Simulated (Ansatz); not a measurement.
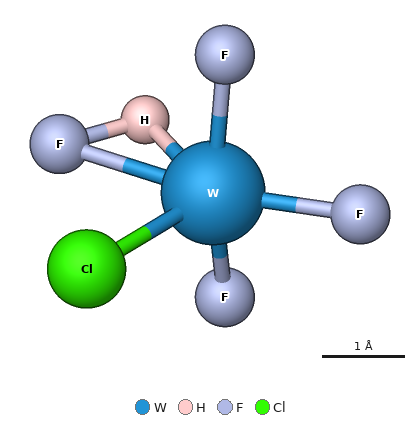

Figure 1. The starting structure (ball-and-stick view, seen at a tilt). Sticks mark near contacts.

**WHClF₄: molecular dynamics (part 1 of 3)**

WHClF₄, computed with RKS PBE0/def2-SVP (Ansatz 0.2.0).

It belongs to a series of runs on one base structure; here: dynamics from the highest image of the converged band.

Input file:
```yaml
crystal:
  periodic: [false, false, false]
  atoms:
    - { symbol: W, position_ang: [-0.23367, 5.0e-06, -0.041638] }
    - { symbol: H, position_ang: [1.029963, -3.1e-05, 1.223658] }
    - { symbol: F, position_ang: [1.870809, 2.0e-06, 0.410939] }
    - { symbol: F, position_ang: [-0.261454, 1.792831, 0.350338] }
    - { symbol: F, position_ang: [-2.088653, 2.8e-05, 0.047595] }
    - { symbol: F, position_ang: [-0.261502, -1.792812, 0.350364] }
    - { symbol: Cl, position_ang: [0.754008, -2.2e-05, -2.071656] }
basis:
  gaussian: { orbitals: def2-SVP }
hamiltonian:
  xc: pbe0
md:
  timestep: 0.5
  n_steps: 200
  ensemble: nve
  temperature: 100.0
  initial_velocities: maxwell_boltzmann
  seed: 5069
```

Machine: 2 threads of Arm Neoverse V1, 24 GiB of memory available, shared host.

Run as:
```bash
ansatz run input.yaml --threads 2 --pin off --max-ram 3072MiB --backend cpu --events-out ev --progress --plain --runs-dir out
```

The program's output:
```
Engine: ansatz 0.2.0, aarch64-unknown-linux-gnu
Functional definition: PBE0
  parameter a = 0.25
  parameter kappa = 0.804
  parameter beta = 0.06672455060314922
  exchange = (1 - a)*pbe_x(kappa = kappa, mu = beta*pi^2/3) + a*exact_x
  correlation = pbe_c(beta = beta)
1134 factors; integrals over basis functions are off by at most 3.0e-4 eV
mean field evaluation 1: about -25200.6329 eV, gradient 6.6e1 eV
mean field evaluation 2: about -25133.7957 eV, gradient 2.1e2 eV
mean field evaluation 4: about -25208.0886 eV, gradient 1.5e1 eV
mean field evaluation 8: about -25208.6071 eV, gradient 7.5e-1 eV
mean field evaluation 16: about -25208.6084 eV, gradient 3.4e-4 eV
mean field -25208.60844569 eV, -926.3992733707 hartree, gradient 3.6e-5 eV, S^2 0.000000; 0 other end points of the search recorded, 0 dependent functions left out
the calculation of the forces begins
reference -25208.60849754 eV, -926.3992752760 hartree; 34, 34 occupied and 77, 77 virtual orbitals, 1134 factors
md step     0: t =     0.00 fs  T =   100.0 K  F+E_penalty+E_count = -25208.60844569 eV  E_kin = 0.064630 eV  conserved = -25208.54381569 eV  (35 SCF iters)
these checks for a lower state are left out or cut short: starts, cluster_reference, orbital_swaps, neighbouring_geometries, increment
1134 factors; integrals over basis functions are off by at most 3.0e-4 eV
mean field -25208.60835053 eV, -926.3992698735 hartree, gradient 2.3e-5 eV, S^2 0.000000; 0 other end points of the search recorded, 0 dependent functions left out
the calculation of the forces begins
reference -25208.60840238 eV, -926.3992717789 hartree; 34, 34 occupied and 77, 77 virtual orbitals, 1134 factors
md step     1: t =     0.50 fs  T =    99.9 K  F+E_penalty+E_count = -25208.60835053 eV  E_kin = 0.064535 eV  conserved = -25208.54381534 eV  (41 SCF iters)
[... from here on the SCF iterations and repeated set-up lines of each step are left out, up to the last step ...]
md step     2: t =     1.00 fs  T =    99.3 K  F+E_penalty+E_count = -25208.60800869 eV  E_kin = 0.064194 eV  conserved = -25208.54381448 eV  (41 SCF iters)
md step     3: t =     1.50 fs  T =    98.4 K  F+E_penalty+E_count = -25208.60743409 eV  E_kin = 0.063621 eV  conserved = -25208.54381310 eV  (41 SCF iters)
md step     4: t =     2.00 fs  T =    97.2 K  F+E_penalty+E_count = -25208.60664823 eV  E_kin = 0.062837 eV  conserved = -25208.54381141 eV  (41 SCF iters)
md step     5: t =     2.50 fs  T =    95.7 K  F+E_penalty+E_count = -25208.60567828 eV  E_kin = 0.061869 eV  conserved = -25208.54380946 eV  (42 SCF iters)
md step     6: t =     3.00 fs  T =    94.0 K  F+E_penalty+E_count = -25208.60455553 eV  E_kin = 0.060748 eV  conserved = -25208.54380737 eV  (42 SCF iters)
md step     7: t =     3.50 fs  T =    92.1 K  F+E_penalty+E_count = -25208.60331357 eV  E_kin = 0.059508 eV  conserved = -25208.54380523 eV  (41 SCF iters)
md step     8: t =     4.00 fs  T =    90.0 K  F+E_penalty+E_count = -25208.60198675 eV  E_kin = 0.058184 eV  conserved = -25208.54380312 eV  (42 SCF iters)
md step     9: t =     4.50 fs  T =    87.9 K  F+E_penalty+E_count = -25208.60060910 eV  E_kin = 0.056808 eV  conserved = -25208.54380108 eV  (42 SCF iters)
md step    10: t =     5.00 fs  T =    85.7 K  F+E_penalty+E_count = -25208.59921370 eV  E_kin = 0.055415 eV  conserved = -25208.54379907 eV  (42 SCF iters)
md step    11: t =     5.50 fs  T =    83.6 K  F+E_penalty+E_count = -25208.59783280 eV  E_kin = 0.054036 eV  conserved = -25208.54379708 eV  (42 SCF iters)
md step    12: t =     6.00 fs  T =    81.5 K  F+E_penalty+E_count = -25208.59649846 eV  E_kin = 0.052703 eV  conserved = -25208.54379503 eV  (42 SCF iters)
md step    13: t =     6.50 fs  T =    79.6 K  F+E_penalty+E_count = -25208.59524382 eV  E_kin = 0.051451 eV  conserved = -25208.54379279 eV  (42 SCF iters)
md step    14: t =     7.00 fs  T =    77.9 K  F+E_penalty+E_count = -25208.59410504 eV  E_kin = 0.050315 eV  conserved = -25208.54379050 eV  (42 SCF iters)
md step    15: t =     7.50 fs  T =    76.3 K  F+E_penalty+E_count = -25208.59312246 eV  E_kin = 0.049335 eV  conserved = -25208.54378753 eV  (42 SCF iters)
md step    16: t =     8.00 fs  T =    75.1 K  F+E_penalty+E_count = -25208.59234418 eV  E_kin = 0.048560 eV  conserved = -25208.54378398 eV  (37 SCF iters)
md step    17: t =     8.50 fs  T =    74.3 K  F+E_penalty+E_count = -25208.59182737 eV  E_kin = 0.048048 eV  conserved = -25208.54377973 eV  (42 SCF iters)
md step    18: t =     9.00 fs  T =    74.1 K  F+E_penalty+E_count = -25208.59164066 eV  E_kin = 0.047866 eV  conserved = -25208.54377463 eV  (42 SCF iters)
md step    19: t =     9.50 fs  T =    74.4 K  F+E_penalty+E_count = -25208.59186607 eV  E_kin = 0.048097 eV  conserved = -25208.54376860 eV  (42 SCF iters)
md step    20: t =    10.00 fs  T =    75.6 K  F+E_penalty+E_count = -25208.59260095 eV  E_kin = 0.048839 eV  conserved = -25208.54376160 eV  (42 SCF iters)
md step    21: t =    10.50 fs  T =    77.7 K  F+E_penalty+E_count = -25208.59395936 eV  E_kin = 0.050206 eV  conserved = -25208.54375334 eV  (42 SCF iters)
md step    22: t =    11.00 fs  T =    81.0 K  F+E_penalty+E_count = -25208.59607451 eV  E_kin = 0.052331 eV  conserved = -25208.54374378 eV  (42 SCF iters)
md step    23: t =    11.50 fs  T =    85.7 K  F+E_penalty+E_count = -25208.59910050 eV  E_kin = 0.055368 eV  conserved = -25208.54373277 eV  (41 SCF iters)
md step    24: t =    12.00 fs  T =    92.1 K  F+E_penalty+E_count = -25208.60321480 eV  E_kin = 0.059495 eV  conserved = -25208.54372015 eV  (40 SCF iters)
md step    25: t =    12.50 fs  T =   100.4 K  F+E_penalty+E_count = -25208.60862108 eV  E_kin = 0.064915 eV  conserved = -25208.54370570 eV  (40 SCF iters)
md step    26: t =    13.00 fs  T =   111.2 K  F+E_penalty+E_count = -25208.61555231 eV  E_kin = 0.071863 eV  conserved = -25208.54368940 eV  (41 SCF iters)
md step    27: t =    13.50 fs  T =   124.7 K  F+E_penalty+E_count = -25208.62427302 eV  E_kin = 0.080602 eV  conserved = -25208.54367117 eV  (40 SCF iters)
md step    28: t =    14.00 fs  T =   141.5 K  F+E_penalty+E_count = -25208.63508097 eV  E_kin = 0.091430 eV  conserved = -25208.54365118 eV  (40 SCF iters)
md step    29: t =    14.50 fs  T =   162.0 K  F+E_penalty+E_count = -25208.64830600 eV  E_kin = 0.104676 eV  conserved = -25208.54362988 eV  (40 SCF iters)
md step    30: t =    15.00 fs  T =   186.8 K  F+E_penalty+E_count = -25208.66430492 eV  E_kin = 0.120697 eV  conserved = -25208.54360813 eV  (40 SCF iters)
md step    31: t =    15.50 fs  T =   216.4 K  F+E_penalty+E_count = -25208.68345056 eV  E_kin = 0.139863 eV  conserved = -25208.54358745 eV  (40 SCF iters)
md step    32: t =    16.00 fs  T =   251.5 K  F+E_penalty+E_count = -25208.70611243 eV  E_kin = 0.162543 eV  conserved = -25208.54356970 eV  (37 SCF iters)
md step    33: t =    16.50 fs  T =   292.5 K  F+E_penalty+E_count = -25208.73262945 eV  E_kin = 0.189072 eV  conserved = -25208.54355788 eV  (37 SCF iters)
md step    34: t =    17.00 fs  T =   340.0 K  F+E_penalty+E_count = -25208.76327159 eV  E_kin = 0.219717 eV  conserved = -25208.54355494 eV  (39 SCF iters)
md step    35: t =    17.50 fs  T =   394.0 K  F+E_penalty+E_count = -25208.79819569 eV  E_kin = 0.254632 eV  conserved = -25208.54356409 eV  (36 SCF iters)
md step    36: t =    18.00 fs  T =   454.6 K  F+E_penalty+E_count = -25208.83739828 eV  E_kin = 0.293810 eV  conserved = -25208.54358811 eV  (39 SCF iters)
md step    37: t =    18.50 fs  T =   521.5 K  F+E_penalty+E_count = -25208.88067338 eV  E_kin = 0.337045 eV  conserved = -25208.54362875 eV  (39 SCF iters)
md step    38: t =    19.00 fs  T =   594.0 K  F+E_penalty+E_count = -25208.92758303 eV  E_kin = 0.383897 eV  conserved = -25208.54368640 eV  (39 SCF iters)
md step    39: t =    19.50 fs  T =   671.0 K  F+E_penalty+E_count = -25208.97744592 eV  E_kin = 0.433686 eV  conserved = -25208.54376008 eV  (37 SCF iters)
md step    40: t =    20.00 fs  T =   751.2 K  F+E_penalty+E_count = -25209.02934620 eV  E_kin = 0.485499 eV  conserved = -25208.54384740 eV  (37 SCF iters)
md step    41: t =    20.50 fs  T =   832.8 K  F+E_penalty+E_count = -25209.08216427 eV  E_kin = 0.538220 eV  conserved = -25208.54394402 eV  (37 SCF iters)
md step    42: t =    21.00 fs  T =   913.8 K  F+E_penalty+E_count = -25209.13462977 eV  E_kin = 0.590584 eV  conserved = -25208.54404565 eV  (37 SCF iters)
md step    43: t =    21.50 fs  T =   992.2 K  F+E_penalty+E_count = -25209.18538182 eV  E_kin = 0.641234 eV  conserved = -25208.54414794 eV  (37 SCF iters)
md step    44: t =    22.00 fs  T =  1065.7 K  F+E_penalty+E_count = -25209.23303356 eV  E_kin = 0.688787 eV  conserved = -25208.54424642 eV  (37 SCF iters)
md step    45: t =    22.50 fs  T =  1132.5 K  F+E_penalty+E_count = -25209.27624144 eV  E_kin = 0.731905 eV  conserved = -25208.54433645 eV  (37 SCF iters)
md step    46: t =    23.00 fs  T =  1190.4 K  F+E_penalty+E_count = -25209.31378004 eV  E_kin = 0.769368 eV  conserved = -25208.54441224 eV  (37 SCF iters)
md step    47: t =    23.50 fs  T =  1238.1 K  F+E_penalty+E_count = -25209.34462851 eV  E_kin = 0.800160 eV  conserved = -25208.54446809 eV  (37 SCF iters)
md step    48: t =    24.00 fs  T =  1274.3 K  F+E_penalty+E_count = -25209.36805538 eV  E_kin = 0.823555 eV  conserved = -25208.54450012 eV  (37 SCF iters)
md step    49: t =    24.50 fs  T =  1298.4 K  F+E_penalty+E_count = -25209.38368218 eV  E_kin = 0.839176 eV  conserved = -25208.54450590 eV  (36 SCF iters)
md step    50: t =    25.00 fs  T =  1310.6 K  F+E_penalty+E_count = -25209.39152109 eV  E_kin = 0.847036 eV  conserved = -25208.54448551 eV  (37 SCF iters)
md step    51: t =    25.50 fs  T =  1311.4 K  F+E_penalty+E_count = -25209.39197625 eV  E_kin = 0.847535 eV  conserved = -25208.54444084 eV  (37 SCF iters)
md step    52: t =    26.00 fs  T =  1301.9 K  F+E_penalty+E_count = -25209.38580815 eV  E_kin = 0.841431 eV  conserved = -25208.54437726 eV  (37 SCF iters)
md step    53: t =    26.50 fs  T =  1283.9 K  F+E_penalty+E_count = -25209.37405812 eV  E_kin = 0.829757 eV  conserved = -25208.54430103 eV  (37 SCF iters)
md step    54: t =    27.00 fs  T =  1259.1 K  F+E_penalty+E_count = -25209.35795232 eV  E_kin = 0.813733 eV  conserved = -25208.54421914 eV  (38 SCF iters)
md step    55: t =    27.50 fs  T =  1229.6 K  F+E_penalty+E_count = -25209.33880063 eV  E_kin = 0.794663 eV  conserved = -25208.54413716 eV  (35 SCF iters)
md step    56: t =    28.00 fs  T =  1197.4 K  F+E_penalty+E_count = -25209.31790829 eV  E_kin = 0.773848 eV  conserved = -25208.54406028 eV  (37 SCF iters)
md step    57: t =    28.50 fs  T =  1164.3 K  F+E_penalty+E_count = -25209.29650012 eV  E_kin = 0.752508 eV  conserved = -25208.54399197 eV  (39 SCF iters)
md step    58: t =    29.00 fs  T =  1132.2 K  F+E_penalty+E_count = -25209.27566455 eV  E_kin = 0.731730 eV  conserved = -25208.54393462 eV  (39 SCF iters)
md step    59: t =    29.50 fs  T =  1102.3 K  F+E_penalty+E_count = -25209.25631527 eV  E_kin = 0.712426 eV  conserved = -25208.54388967 eV  (39 SCF iters)
md step    60: t =    30.00 fs  T =  1075.8 K  F+E_penalty+E_count = -25209.23916824 eV  E_kin = 0.695311 eV  conserved = -25208.54385768 eV  (39 SCF iters)
md step    61: t =    30.50 fs  T =  1053.5 K  F+E_penalty+E_count = -25209.22473118 eV  E_kin = 0.680892 eV  conserved = -25208.54383878 eV  (40 SCF iters)
md step    62: t =    31.00 fs  T =  1035.8 K  F+E_penalty+E_count = -25209.21330162 eV  E_kin = 0.669469 eV  conserved = -25208.54383269 eV  (40 SCF iters)
md step    63: t =    31.50 fs  T =  1023.0 K  F+E_penalty+E_count = -25209.20497200 eV  E_kin = 0.661133 eV  conserved = -25208.54383901 eV  (40 SCF iters)
md step    64: t =    32.00 fs  T =  1014.7 K  F+E_penalty+E_count = -25209.19963842 eV  E_kin = 0.655782 eV  conserved = -25208.54385666 eV  (37 SCF iters)
md step    65: t =    32.50 fs  T =  1010.6 K  F+E_penalty+E_count = -25209.19701554 eV  E_kin = 0.653130 eV  conserved = -25208.54388515 eV  (37 SCF iters)
md step    66: t =    33.00 fs  T =  1009.9 K  F+E_penalty+E_count = -25209.19665266 eV  E_kin = 0.652730 eV  conserved = -25208.54392248 eV  (38 SCF iters)
md step    67: t =    33.50 fs  T =  1011.9 K  F+E_penalty+E_count = -25209.19796130 eV  E_kin = 0.653994 eV  conserved = -25208.54396769 eV  (38 SCF iters)
md step    68: t =    34.00 fs  T =  1015.4 K  F+E_penalty+E_count = -25209.20024639 eV  E_kin = 0.656229 eV  conserved = -25208.54401764 eV  (38 SCF iters)
md step    69: t =    34.50 fs  T =  1019.2 K  F+E_penalty+E_count = -25209.20275491 eV  E_kin = 0.658686 eV  conserved = -25208.54406861 eV  (38 SCF iters)
md step    70: t =    35.00 fs  T =  1022.2 K  F+E_penalty+E_count = -25209.20473884 eV  E_kin = 0.660623 eV  conserved = -25208.54411573 eV  (38 SCF iters)
md step    71: t =    35.50 fs  T =  1023.3 K  F+E_penalty+E_count = -25209.20553557 eV  E_kin = 0.661383 eV  conserved = -25208.54415274 eV  (38 SCF iters)
md step    72: t =    36.00 fs  T =  1022.0 K  F+E_penalty+E_count = -25209.20466447 eV  E_kin = 0.660491 eV  conserved = -25208.54417338 eV  (37 SCF iters)
md step    73: t =    36.50 fs  T =  1017.7 K  F+E_penalty+E_count = -25209.20192738 eV  E_kin = 0.657756 eV  conserved = -25208.54417147 eV  (38 SCF iters)
md step    74: t =    37.00 fs  T =  1010.9 K  F+E_penalty+E_count = -25209.19749875 eV  E_kin = 0.653356 eV  conserved = -25208.54414311 eV  (35 SCF iters)
md step    75: t =    37.50 fs  T =  1002.5 K  F+E_penalty+E_count = -25209.19197663 eV  E_kin = 0.647888 eV  conserved = -25208.54408819 eV  (38 SCF iters)
md step    76: t =    38.00 fs  T =   993.9 K  F+E_penalty+E_count = -25209.18636693 eV  E_kin = 0.642353 eV  conserved = -25208.54401356 eV  (38 SCF iters)
md step    77: t =    38.50 fs  T =   987.2 K  F+E_penalty+E_count = -25209.18197072 eV  E_kin = 0.638039 eV  conserved = -25208.54393208 eV  (38 SCF iters)
md step    78: t =    39.00 fs  T =   984.5 K  F+E_penalty+E_count = -25209.18017423 eV  E_kin = 0.636312 eV  conserved = -25208.54386181 eV  (36 SCF iters)
md step    79: t =    39.50 fs  T =   987.7 K  F+E_penalty+E_count = -25209.18216483 eV  E_kin = 0.638343 eV  conserved = -25208.54382184 eV  (36 SCF iters)
md step    80: t =    40.00 fs  T =   997.7 K  F+E_penalty+E_count = -25209.18863663 eV  E_kin = 0.644810 eV  conserved = -25208.54382688 eV  (37 SCF iters)
md step    81: t =    40.50 fs  T =  1014.5 K  F+E_penalty+E_count = -25209.19956976 eV  E_kin = 0.655688 eV  conserved = -25208.54388193 eV  (37 SCF iters)
md step    82: t =    41.00 fs  T =  1037.0 K  F+E_penalty+E_count = -25209.21416106 eV  E_kin = 0.670181 eV  conserved = -25208.54397974 eV  (37 SCF iters)
md step    83: t =    41.50 fs  T =  1062.7 K  F+E_penalty+E_count = -25209.23094137 eV  E_kin = 0.686839 eV  conserved = -25208.54410253 eV  (37 SCF iters)
md step    84: t =    42.00 fs  T =  1089.0 K  F+E_penalty+E_count = -25209.24805389 eV  E_kin = 0.703827 eV  conserved = -25208.54422677 eV  (36 SCF iters)
md step    85: t =    42.50 fs  T =  1112.9 K  F+E_penalty+E_count = -25209.26361726 eV  E_kin = 0.719287 eV  conserved = -25208.54432992 eV  (36 SCF iters)
md step    86: t =    43.00 fs  T =  1132.1 K  F+E_penalty+E_count = -25209.27607476 eV  E_kin = 0.731679 eV  conserved = -25208.54439602 eV  (37 SCF iters)
md step    87: t =    43.50 fs  T =  1145.0 K  F+E_penalty+E_count = -25209.28444606 eV  E_kin = 0.740029 eV  conserved = -25208.54441736 eV  (36 SCF iters)
md step    88: t =    44.00 fs  T =  1151.2 K  F+E_penalty+E_count = -25209.28844297 eV  E_kin = 0.744047 eV  conserved = -25208.54439603 eV  (37 SCF iters)
md step    89: t =    44.50 fs  T =  1151.3 K  F+E_penalty+E_count = -25209.28844512 eV  E_kin = 0.744105 eV  conserved = -25208.54434059 eV  (36 SCF iters)
md step    90: t =    45.00 fs  T =  1146.7 K  F+E_penalty+E_count = -25209.28537217 eV  E_kin = 0.741109 eV  conserved = -25208.54426274 eV  (38 SCF iters)
md step    91: t =    45.50 fs  T =  1139.3 K  F+E_penalty+E_count = -25209.28049966 eV  E_kin = 0.736324 eV  conserved = -25208.54417566 eV  (38 SCF iters)
```
